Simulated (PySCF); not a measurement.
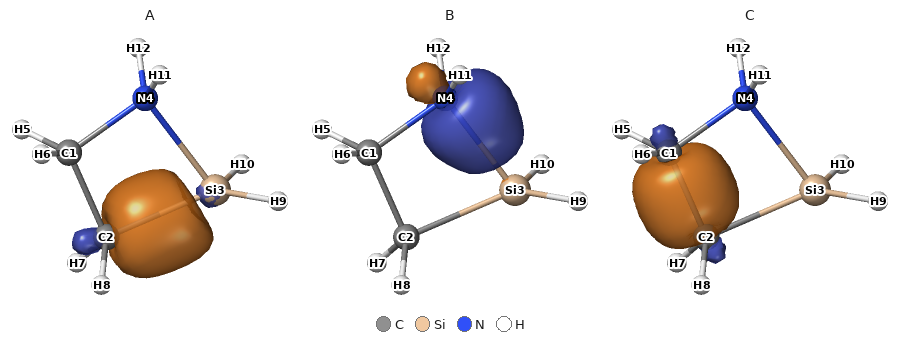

*C2H8NSi, charge +1, SMILES `C1C[SiH2][NH2+]1`. Pipek–Mezey orbitals, occupied; each surface holds about 70 % of the orbital's density. Energies are diagonal elements of the Fock matrix.*

Method: r2SCAN/def2-SVP; geometry: GFN2-xTB; program: PySCF. No frequency check shows the geometry to be a minimum.

**What does each orbital represent in a Lewis picture?**

By panel:
- A: σ bond C2–Si3 (C2 58 %, Si3 40 %; −16.1 eV)
- B: σ bond N4–Si3 (N4 77 %, Si3 22 %; −18.4 eV)
- C: σ bond C1–C2 (C1 50 %, C2 49 %; −18.6 eV)

**How do all the valence pairs divide up?**

12 pairs: 12 σ bonds.

Run time: 22 s on 1 thread of Arm Neoverse V2, with other jobs on the host, peak memory 0.47 GiB.
